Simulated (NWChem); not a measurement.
# SnHCl3O (SMILES [OH][Sn]([Cl])([Cl])[Cl]): B3LYP/6-31G(d)/LANL2DZ (core potential, spherical functions)

What is the adiabatic ionisation energy of SnHCl3O at B3LYP/6-31G*/LANL2DZ (core potential, spherical functions)? 

Program for the calculation: NWChem 7.3.0.

### Step 1. The system as given

SnHCl3O has 6 atoms, charge 0, and is taken as a singlet. SMILES: `[OH][Sn]([Cl])([Cl])[Cl]`. Geometry: relaxed at PBE0-D4/def2-TZVP. The run starts from this shape.

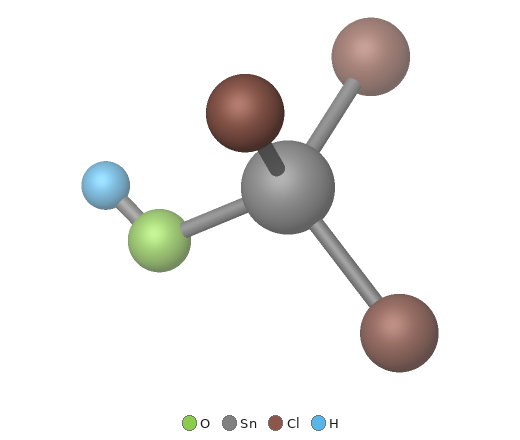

The structure, seen from a chosen angle (oxygen green, tin grey, chlorine brown, hydrogen blue).

### Step 2. A structure relaxation at B3LYP/6-31G(d)/LANL2DZ (core potential, spherical functions)

Input file a.nw:

```
START a
memory 2200 mb
GEOMETRY units angstroms
O       -0.674300       0.477500       1.363600
Sn       0.251900      -0.201000      -0.189900
Cl       1.931200      -1.529700       0.595300
Cl      -1.175400      -1.411300      -1.519500
Cl       1.105000       1.525900      -1.439200
H       -1.396100       1.074500       1.143600
END
BASIS spherical bse
* library 6-31G* except Sn
Sn library LANL2DZ
END
ECP bse
Sn library LANL2DZ
END
DFT
xc b3lyp
grid fine
convergence energy 1e-07
iterations 100
mulliken
print low
END
DRIVER
maxiter 60
END
FREQ
temp 2 298.15 573.15
END
TASK dft optimize
TASK dft frequencies
```

Run with:

```sh
nwchem a.nw > a.out
```

Standard output:

```text
[...]
 d= 0,ls=0.0,diis     1  -1459.8076519399 -1.71D+03  2.36D-02  8.54D-01     3.0
[...]
         Total DFT energy =    -1459.913921955651
[...]
@    0   -1459.91392196  0.0D+00  0.01421  0.00532  0.00000  0.00000     17.0
[...]
         Total DFT energy =    -1459.914632901872
[...]
@    1   -1459.91475886 -8.4D-04  0.01177  0.00355  0.01288  0.02664     36.1
[...]
@    4   -1459.91512119 -1.1D-06  0.00010  0.00004  0.00122  0.00282     76.7
[...]
         Total DFT energy =  -1459.915121389707
[...]
@    5   -1459.91512139 -2.0D-07  0.00006  0.00003  0.00086  0.00196     84.2
[...]
         Total DFT energy =    -1459.915121526610
[...]
         Total DFT energy =  -1459.915121526610
                         DFT ENERGY GRADIENTS
    atom               coordinates                        gradient
                 x          y          z           x          y          z
   1 O       0.017358   0.296933  -3.960534   -0.000022   0.000023   0.000026
   2 Sn      0.001362   0.021976  -0.397875    0.000003   0.000012  -0.000035
   3 Cl      0.107933   4.090264   1.142360    0.000002   0.000011   0.000009
   4 Cl     -3.590320  -2.034413   1.058914   -0.000027  -0.000005   0.000009
   5 Cl      3.469487  -2.229836   1.070971    0.000026  -0.000013   0.000008
   6 H       0.017599  -1.284466  -4.889013    0.000019  -0.000027  -0.000017
[...]
@    6   -1459.91512153 -1.4D-07  0.00003  0.00001  0.00065  0.00170     91.7
[...]
      Optimization converged
[...]
@    6   -1459.91512153 -1.4D-07  0.00003  0.00001  0.00065  0.00170     91.7
[...]
 d= 0,ls=0.0,diis     2  -1459.9151215859  3.20D-10  5.67D-07  4.48D-09    96.4
         Total DFT energy =    -1459.915121585853
      One electron energy =    -2517.969894335227
           Coulomb energy =      900.906893327944
    Exchange-Corr. energy =      -94.871690706103
 Nuclear repulsion energy =      252.019570127533
[...]
 Zero-Point correction to Energy  =   10.272 kcal/mol  (  0.016370 au)
 Thermal correction to Energy     =   22.307 kcal/mol  (  0.035548 au)
 Thermal correction to Enthalpy   =   23.445 kcal/mol  (  0.037362 au)
 Total Entropy                    =  111.194 cal/mol-K
   - Translational                =   45.552 cal/mol-K (mol. weight = 239.8111)
   - Rotational                   =   31.433 cal/mol-K (symmetry #  =        1)
   - Vibrational                  =   34.209 cal/mol-K
 Cv (constant volume heat capacity) =   26.277 cal/mol-K
   - Translational                  =    2.979 cal/mol-K
   - Rotational                     =    2.979 cal/mol-K
   - Vibrational                    =   20.318 cal/mol-K
[...]
```

It took 4.6 min on 1 thread of INTEL XEON PLATINUM 8581C at 2.10GHz (Emerald Rapids), shared host; peak memory 0.2 GiB.

The path in brief:

| step | energy from the first frame kept (eV) |
| --- | --- |
| 0 | 0.0000 |
| 1 | -0.0228 |
| 2 | -0.0318 |
| 3 | -0.0326 |
| 4 | -0.0326 |
| 5 | -0.0326 |
| 6 | -0.0326 |

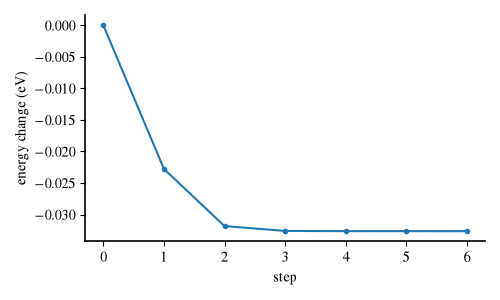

Energy along the run.

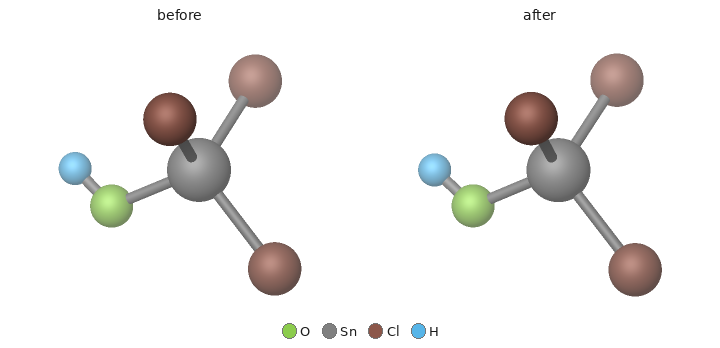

Before and after, at one scale.

After the run. Bond lengths: O1–Sn2 1.891 Å, Sn2–Cl3 2.303 Å, Sn2–Cl4 2.322 Å, Sn2–Cl5 2.322 Å, O1–H6 0.970 Å. Angles: O1–Sn2–Cl3 106.3°, O1–Sn2–Cl4 111.8°, O1–Sn2–Cl5 111.7°, Cl3–Sn2–Cl4 109.9°, Cl3–Sn2–Cl5 110.0°, Cl4–Sn2–Cl5 107.2°, Sn2–O1–H6 116.0°.

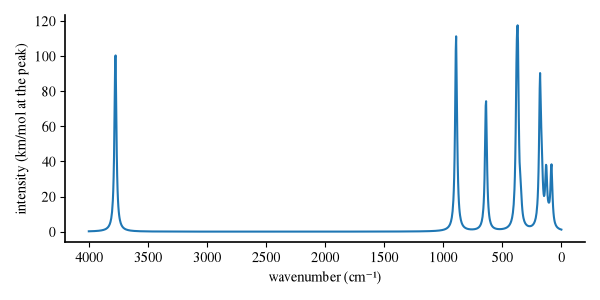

Harmonic infrared spectrum, unscaled, lines broadened by 10 cm⁻¹.

### Step 3. The doublet cation: a geometry optimisation at UB3LYP/6-31G(d)/LANL2DZ (core potential, spherical functions)

Input file mymol.nw:

```
start mymol
title "Cl3HOSn optimise"
memory stack 880 mb heap 220 mb global 1100 mb
charge 1

geometry units bohr noautosym
 O     -1.27424233     0.90234422     2.57683054
 Sn     0.47602201    -0.37983495    -0.35885899
 Cl     3.64943909    -2.89071405     1.12495396
 Cl    -2.22118409    -2.66697048    -2.87143885
 Cl     2.08814737     2.88353309    -2.71969384
 H     -2.63824664     2.03051072     2.16109080
end

basis spherical bse
 * library 6-31G* except Sn
 Sn library LANL2DZ
end

ecp bse
 Sn library LANL2DZ
end

dft
 xc b3lyp
 mult 2
 grid fine
 convergence energy 1e-07
 maxiter 100
 mulliken
 print low
end

driver
 maxiter 60
end

freq
 temp 2 298.15 500
end

task dft optimize
task dft frequencies
```

Run with:

```sh
nwchem mymol.nw > mymol.out
```

Standard output:

```text
[...]
 d= 0,ls=0.0,diis     1  -1459.3064072860 -1.71D+03  1.77D-02  4.26D-01     2.9
[...]
         Total DFT energy =    -1459.490797377438
[...]
@    0   -1459.49079738  0.0D+00  0.01809  0.00637  0.00000  0.00000    118.6
[...]
         Total DFT energy =    -1459.492157854790
[...]
@    1   -1459.49221496 -1.4D-03  0.01257  0.00418  0.03180  0.07109    174.0
[...]
@   12   -1459.50552560 -3.1D-06  0.00029  0.00011  0.00184  0.00385    569.3
[...]
         Total DFT energy =  -1459.505528371596
[...]
@   13   -1459.50552837 -2.8D-06  0.00029  0.00009  0.00373  0.00754    583.8
[...]
         Total DFT energy =    -1459.505528890260
[...]
         Total DFT energy =  -1459.505528890260
                         DFT ENERGY GRADIENTS
    atom               coordinates                        gradient
                 x          y          z           x          y          z
   1 O      -1.960654   1.409922   3.447905    0.000049  -0.000288  -0.000151
   2 Sn     -0.079904   0.047781   0.826409   -0.000174   0.000295   0.000191
   3 Cl      3.147474  -2.491445   1.937650    0.000098  -0.000073  -0.000005
   4 Cl     -2.420785  -1.468593  -2.827501   -0.000005  -0.000039  -0.000011
   5 Cl      0.883135   2.816303  -2.707936   -0.000019  -0.000038   0.000015
   6 H      -3.348299   2.575976   3.114115    0.000050   0.000143  -0.000039
[...]
@   14   -1459.50552889 -5.2D-07  0.00025  0.00008  0.00094  0.00178    593.8
[...]
      Optimization converged
[...]
@   14   -1459.50552889 -5.2D-07  0.00025  0.00008  0.00094  0.00178    593.8
[...]
 d= 0,ls=0.0,diis     2  -1459.5055288991  1.67D-08  1.52D-06  2.33D-08   601.1
[...]
         Total DFT energy =    -1459.505528899115
      One electron energy =    -2516.299807942506
           Coulomb energy =      893.278836207210
    Exchange-Corr. energy =      -94.500873745690
 Nuclear repulsion energy =      258.016316581871
[...]
      <S2> =      0.7540 (Exact =     0.7500)
[...]
 Zero-Point correction to Energy  =   10.108 kcal/mol  (  0.016108 au)
 Thermal correction to Energy     =   20.305 kcal/mol  (  0.032358 au)
 Thermal correction to Enthalpy   =   21.298 kcal/mol  (  0.033941 au)
 Total Entropy                    =  107.867 cal/mol-K
   - Translational                =   44.874 cal/mol-K (mol. weight = 239.8111)
   - Rotational                   =   30.992 cal/mol-K (symmetry #  =        1)
   - Vibrational                  =   32.001 cal/mol-K
 Cv (constant volume heat capacity) =   25.913 cal/mol-K
   - Translational                  =    2.979 cal/mol-K
   - Rotational                     =    2.979 cal/mol-K
   - Vibrational                    =   19.954 cal/mol-K
[...]
```

Wall time 16 min (1 thread of INTEL XEON PLATINUM 8581C at 2.10GHz (Emerald Rapids), shared host); peak memory 0.21 GiB.

Step by step:

| step | energy from the first frame kept (eV) |
| --- | --- |
| 0 | 0.0000 |
| 1 | -0.0386 |
| 2 | -0.0662 |
| 3 | -0.0986 |
| 4 | 0.0334 |
| 5 | -0.2105 |
| 6 | -0.2603 |
| 7 | -0.3614 |
| 8 | -0.3853 |
| 9 | -0.3959 |
| 10 | -0.4005 |
| 11 | -0.4007 |
| 12 | -0.4008 |
| 13 | -0.4009 |
| 14 | -0.4009 |

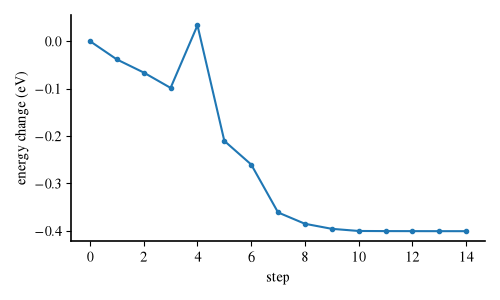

Energy along the run.

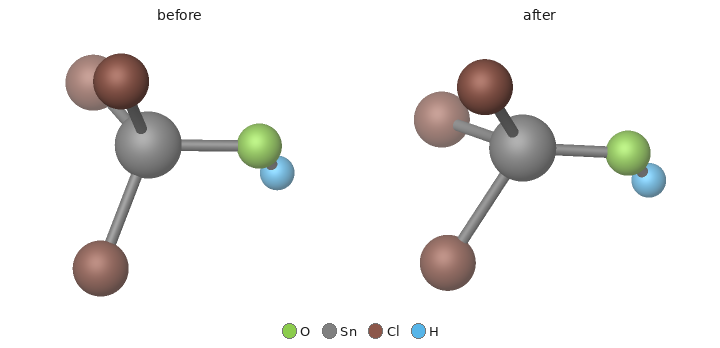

Before and after, at one scale.

After the run. Bond lengths: O1–Sn2 1.853 Å, Sn2–Cl3 2.251 Å, Sn2–Cl4 2.432 Å, Sn2–Cl5 2.430 Å, O1–H6 0.975 Å. Angles: O1–Sn2–Cl3 116.4°, O1–Sn2–Cl4 116.7°, O1–Sn2–Cl5 117.0°, Cl3–Sn2–Cl4 113.4°, Cl3–Sn2–Cl5 113.7°, Cl4–Sn2–Cl5 72.2°, Sn2–O1–H6 121.0°.

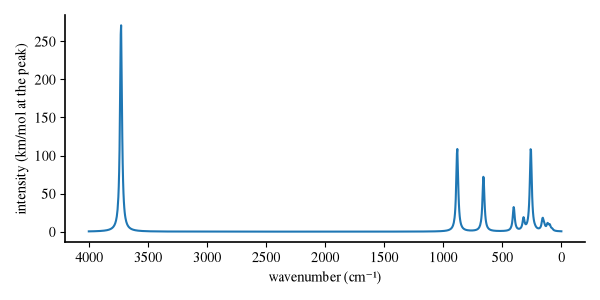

Harmonic infrared spectrum, unscaled, lines broadened by 10 cm⁻¹.

### Step 4. Summary of results

Level: B3LYP/6-31G*/LANL2DZ (core potential, spherical functions).

| quantity | value |
| --- | --- |
| run 1, B3LYP/6-31G*/LANL2DZ: total energy at the end | -1459.91512 Eh |
| run 1, B3LYP/6-31G*/LANL2DZ: lowest harmonic wavenumber | 84 cm⁻¹ |
| run 1, B3LYP/6-31G*/LANL2DZ: highest harmonic wavenumber | 3775 cm⁻¹ |
| run 1, B3LYP/6-31G*/LANL2DZ: zero-point energy | 43.0 kJ/mol |
| run 1, B3LYP/6-31G*/LANL2DZ: ideal-gas entropy at 298.15 K (symmetry number 1 as used) | 93.5 cal/(mol K) |
| doublet cation: total energy at the end | -1459.50553 Eh |
| doublet cation: ⟨S²⟩ | 0.754 |
| doublet cation: lowest harmonic wavenumber | 78 cm⁻¹ |
| doublet cation: highest harmonic wavenumber | 3727 cm⁻¹ |
| doublet cation: zero-point energy | 42.3 kJ/mol |
| adiabatic ionisation energy (to the doublet cation, no zero-point term) | 11.146 eV |

**Reading.** The adiabatic ionisation energy (to the doublet cation, no zero-point term) is 11.15 eV (257 kcal/mol). All 12 modes (run 1, B3LYP/6-31G*/LANL2DZ) are real, so the shape is a minimum at this level. The optimisation (run 1, B3LYP/6-31G*/LANL2DZ) took 7 steps and changed the energy by -0.033 eV. Mulliken charges (run 1, B3LYP/6-31G*/LANL2DZ) run from -0.83 on O1 to +1.31 on Sn2; they depend strongly on the basis. All 12 modes (doublet cation) are real, so the shape is a minimum at this level. The optimisation (doublet cation) took 15 steps and changed the energy by -0.401 eV.
